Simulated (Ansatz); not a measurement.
```
Zr Ti
1.0
     4.43314    0.00000    0.00000
     0.00000    4.43314    0.00000
     0.00000    0.00000    4.43314
Zr Ti
3 1
Direct
  0.00000 0.50000 0.50000
  0.50000 0.00000 0.50000
  0.50000 0.50000 0.00000
  0.00000 0.00000 0.00000
```

Space group Pm-3m; started from the Cu3Au (L1_2)_221 prototype, which need not be the ambient phase; computed without spin polarisation.

Level of theory: DFT PBE, scalar-relativistic, plane waves, PAW in Ansatz.

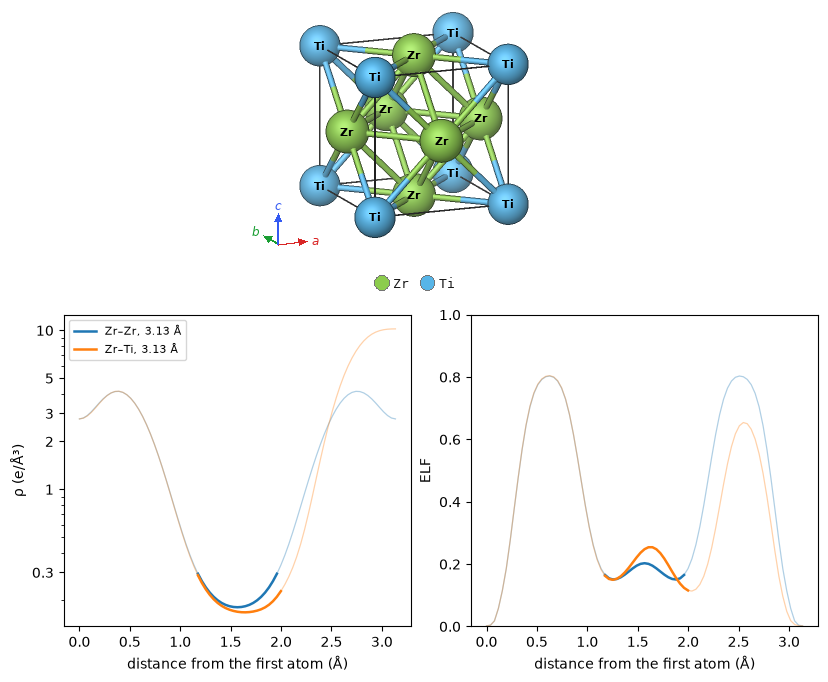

Zr$_{3}$Ti. Valence charge density (pseudo) and ELF along straight lines between neighbouring atoms. Thin, pale parts lie inside the atomic spheres. The structure is drawn too.

The density is the valence pseudo-density of a PAW calculation; it isn't the true density close to the nuclei.

### Compare the contacts.

Zr–Zr (3.13 Å): ρ at the midpoint is about 0.18 e/Å³; the ELF is about 0.20 at the midpoint; no shared electron pair shows on this line.
Zr–Ti (3.13 Å): ρ at the midpoint is about 0.17 e/Å³; the ELF is about 0.25 at the midpoint; no localised pair shows between them.
